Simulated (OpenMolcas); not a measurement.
# One shape, several levels: doublet [SnH2F2]+

Wanted: a comparison of 6 runs (UHF/def2-SVP, UB3LYP/def2-SVP, UBHLYP/def2-SVP, UM06-2X/def2-SVP, ROMP2/def2-SVP, ROCCSD(T)/def2-SVP) of doublet [SnH2F2]+. 

Program for the calculation: OpenMolcas 26.06.

3 further runs of the same task are left out: 3 set aside as unsound or not needed.

**1. Starting point**

[SnH2F2]+: 5 atoms, total charge +1, spin state doublet. As SMILES of the parent species, `[F][SnH2][F]`. The shape is that of a PBE0-D4/def2-TZVP optimisation. That shape belongs to the parent species and isn't relaxed for this state.

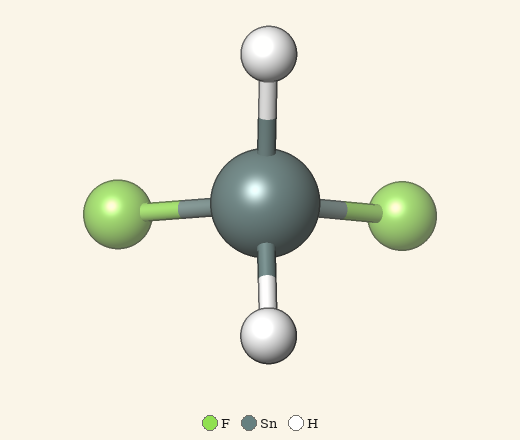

The structure, seen from a chosen angle (fluorine green, tin teal, hydrogen white).

**2. A single-point energy at UHF/def2-SVP (core potential) (run 1)**

File mol.inp:

```
&gateway
baslib = $CurrDir
coord
5
angstrom
F       -0.343500      -0.356300       1.741400
Sn       0.128900      -0.073200      -0.086200
F       -1.231200       1.110700      -0.712400
H       -0.087400      -1.547100      -0.889100
H        1.583200       0.792100      -0.095000
basis = def2-SVP
group = NoSym
&seward
&scf
uhf
charge = 1
spin = 2
thresholds = 1e-10 1e-07 1e-07 1e-05
prorbitals = 0
```

The basis set def2-SVP is read from a file made from the Basis Set Exchange's data (not shown).

The run is started by

```
$ export MOLCAS_MEM=1860
$ pymolcas mol.inp > mol.log
```

Output:

```text
--- Start Module: gateway ---
[...]
--- Stop Module: gateway /rc=_RC_ALL_IS_WELL_ ---
--- Start Module: seward ---
[...]
      Basis functions           64
--- Stop Module: seward /rc=_RC_ALL_IS_WELL_ ---
[...]
--- Start Module: scf ---
[...]
       Convergence after  21 Iterations
[...]
::    Total SCF energy                               -412.7993463667
[...]
      Total spin, S                                     0.5489939144
[...]
      Total electronic charge=   41.000000
      Total            charge=    1.000000
[...]
      Dipole Moment (debye):
      Origin of the operator (angstrom)=   -0.0810    0.0300    0.0514
                   X=  5.2931E+00               Y= -2.6022E+00               Z= -3.4703E+00           Total=  6.8433E+00
      Center of Charge (angstrom)
[...]
--- Stop Module: scf /rc=_RC_ALL_IS_WELL_ ---
[...]
```

Wall time 3.6 s (1 thread of Arm Neoverse V2, shared host); peak memory 0.4 GiB.

**3. The energy at UB3LYP/def2-SVP (core potential) (run 2)**

File mol.xyz:

```xyz
5

F     -0.343500    -0.356300     1.741400
Sn     0.128900    -0.073200    -0.086200
F     -1.231200     1.110700    -0.712400
H     -0.087400    -1.547100    -0.889100
H      1.583200     0.792100    -0.095000
```

File run.inp:

```
&GATEWAY
 BasLib=$CurrDir
 Coord=mol.xyz
 Basis=def2-SVP
 Group=NoSym

&SEWARD
 GridInput
 Grid=UltraFine
 End of Grid

&SCF
 UHF
 Charge=1
 Spin=2
 KSDFT=B3LYP
 Thresholds=1e-10 1e-07 1e-07 1e-05
 PrOrbitals=1
```

The basis set def2-SVP is read from a file made from the Basis Set Exchange's data (not shown).

The run is started by

```
$ export MOLCAS_MEM=1860
$ pymolcas run.inp > run.log
```

Output:

```text
--- Start Module: gateway ---
[...]
--- Stop Module: gateway /rc=_RC_ALL_IS_WELL_ ---
--- Start Module: seward ---
[...]
      Basis functions           64
--- Stop Module: seward /rc=_RC_ALL_IS_WELL_ ---
[...]
--- Start Module: scf ---
[...]
       Convergence after  26 Iterations
[...]
::    Total KS-DFT energy                            -414.6814590103
[...]
      Total spin, S                                     0.5068858890
[...]
      Total electronic charge=   41.000000
      Total            charge=    1.000000
[...]
      Dipole Moment (debye):
      Origin of the operator (angstrom)=   -0.0810    0.0300    0.0514
                   X=  3.4355E+00               Y= -1.6888E+00               Z= -2.2525E+00           Total=  4.4417E+00
      Center of Charge (angstrom)
[...]
--- Stop Module: scf /rc=_RC_ALL_IS_WELL_ ---
[...]
```

It took 22 s on 1 thread of Arm Neoverse V2, shared host; peak memory 0.4 GiB.

Runs 3 to 5 aren't shown in full; the table further down has their settings and results.

**4. A single-point energy at ROCCSD(T)/def2-SVP (core potential) (run 6)**

File calc.input:

```
* F2H2Sn CCSD(T)

&gateway
  baslib = $CurrDir
  coord
  5
  angstrom
  F       -0.343500      -0.356300       1.741400
  Sn       0.128900      -0.073200      -0.086200
  F       -1.231200       1.110700      -0.712400
  H       -0.087400      -1.547100      -0.889100
  H        1.583200       0.792100      -0.095000
  basis = def2-SVP
  group = NoSym

&seward

&scf
  uhf
  charge = 1
  spin = 2
  thresholds = 1e-10 1e-07 1e-07 1e-05
  prorbitals = 1 2

&rasscf
  fileorb = $Project.UnaOrb
  spin = 2
  nactel = 1 0 0
  inactive = 20
  ras2 = 1
  outorbitals = Canonical
  orblisting = Nothing

&motra
  jobiph
  frozen = 6

&ccsdt
  cct
  triples = 3
  iterations = 80
  accuracy = 1e-08
  extrapolation = 5 4
```

The basis set def2-SVP is read from a file made from the Basis Set Exchange's data (not shown).

The run is started by

```
$ export MOLCAS_MEM=1860
$ pymolcas calc.input > calc.log
```

Output:

```text
--- Start Module: gateway ---
[...]
--- Stop Module: gateway /rc=_RC_ALL_IS_WELL_ ---
[...]
      Basis functions           64
[...]
       Convergence after  21 Iterations
[...]
::    Total SCF energy                               -412.7993463667
[...]
      Total spin, S                                     0.5489939144
[...]
      Number of active orbitals                  1
[...]
      Spin quantum number                      0.5
[...]
      Active orbitals                            1
[...]
      Number of CSFs                             1
[...]
      Number of root(s) required                 1
[...]
      Convergence after 11 iterations
[...]
      printout of CI-coefficients larger than  0.05 for root  1
      energy=    -412.781999
      conf/sym  1     Coeff  Weight
             1  u   1.00000 1.00000
      Natural orbitals and occupation numbers for root  1
      sym 1:   1.000000
      ************************************************************************************************************************
      *                                                    Final results                                                     *
[...]
::    RASSCF root number  1 Total energy:   -412.78199865
[...]
      Total electronic charge=   41.000000
      Total            charge=    1.000000
[...]
      Dipole Moment (debye):
      Origin of the operator (angstrom)=   -0.0810    0.0300    0.0514
                   X=  5.3311E+00               Y= -2.6223E+00               Z= -3.4961E+00           Total=  6.8934E+00
      Center of Charge (angstrom)
[...]
--- Start Module: motra ---
[...]
--- Start Module: ccsdt ---
[...]
      Convergence after                    21  Iterations
      Total energy (diff) :    -413.30087683      -0.00000001
[...]
 METHOD                       : CCSD+T(CCSD)+<T3(1)WT1>+<T3(1)UT2> = CCSD(T)
[...]
       CCSD     =      -413.3008768274225
[...]
```

Wall time 26 s (1 thread of Arm Neoverse V2, shared host); peak memory 0.4 GiB.

**5. Overview of the runs**

```
run                                level  integration grid  frozen core orbitals  energy (Eh)  HOMO energy (eV)  LUMO energy (eV)   ⟨S²⟩  wall time
  1        UHF/def2-SVP (core potential)                 –                     –  -412.799346            -20.53            -11.53  0.850      3.6 s
  2     UB3LYP/def2-SVP (core potential)         UltraFine                     –  -414.681459            -16.64            -14.69  0.764       22 s
  3     UBHLYP/def2-SVP (core potential)         UltraFine                     –  -414.442196            -18.28            -14.05  0.784       18 s
  4    UM06-2X/def2-SVP (core potential)         UltraFine                     –  -414.454038            -18.33            -14.04  0.774       33 s
  5      ROMP2/def2-SVP (core potential)                 –                     6  -413.292159                 –                 –      –      5.7 s
  6  ROCCSD(T)/def2-SVP (core potential)                 –                     6  -413.315031                 –                 –      –       26 s
```

**6. What came out**

```
             quantity          value
  run 6: total energy  -413.31503 Eh
run 6: (T) correction     -14.15 mEh
```

Totals of different functionals can't be ranked against each other. Spin contamination of the reference: run 1 ⟨S²⟩ = 0.85. All runs together took 1.8 min, the longest 33 s.
